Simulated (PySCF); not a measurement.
Dissociation curve of BH, singlet.

Levels of theory: RHF/cc-pVTZ (PySCF); RKS-M06-2X = PySCF 2.14.0 with restricted M06-2X/cc-pVTZ; UHF/cc-pVTZ (PySCF).

Magnitude of the dipole moment (D; its direction can reverse along the curve, and a method can change to another solution) and Mulliken charge of the fragment that holds B1:

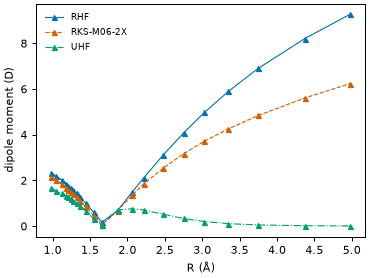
Figure. Dipole moment against bond length.

```csv
R / Å,μ RHF,q RHF,μ RKS-M06-2X,q RKS-M06-2X,μ UHF,q UHF
0.98,2.33,-0.15,2.15,-0.17,1.65,-0.14
1.05,2.19,-0.10,2.00,-0.11,1.55,-0.10
1.12,2.02,-0.06,1.84,-0.07,1.43,-0.06
1.18,1.86,-0.03,1.68,-0.04,1.32,-0.04
1.21,1.77,-0.02,1.60,-0.03,1.25,-0.02
1.24,1.68,-0.01,1.51,-0.02,1.19,-0.01
1.27,1.59,0.00,1.42,-0.01,1.12,0.00
1.32,1.43,0.02,1.27,0.01,0.99,0.01
1.37,1.26,0.03,1.11,0.02,0.86,0.03
1.44,1.02,0.06,0.86,0.04,0.67,0.05
1.55,0.61,0.08,0.46,0.07,0.33,0.08
1.66,0.17,0.11,0.06,0.09,0.04,0.10
1.87,0.69,0.16,0.68,0.12,0.71,0.14
2.06,1.48,0.20,1.34,0.16,0.76,0.11
2.22,2.12,0.23,1.85,0.18,0.70,0.08
2.48,3.12,0.27,2.55,0.21,0.52,0.05
2.75,4.07,0.31,3.16,0.23,0.34,0.02
3.03,4.98,0.34,3.72,0.24,0.20,0.01
3.35,5.90,0.36,4.26,0.25,0.11,0.01
3.75,6.90,0.38,4.84,0.26,0.05,0.00
4.37,8.20,0.39,5.61,0.26,0.02,0.00
4.98,9.28,0.39,6.24,0.26,0.01,0.00
```

The restricted form behind RHF, RKS-M06-2X keeps the bonding electrons paired and can't separate into open-shell fragments. At the longest distance RKS-M06-2X leaves fractional charges on the fragments, a sign of delocalisation error or of the restricted form. The unrestricted determinant behind UHF is spin-contaminated at 0.98 to 4.98 Å (<S²> up to 1.0, against 0.00 for a pure singlet).
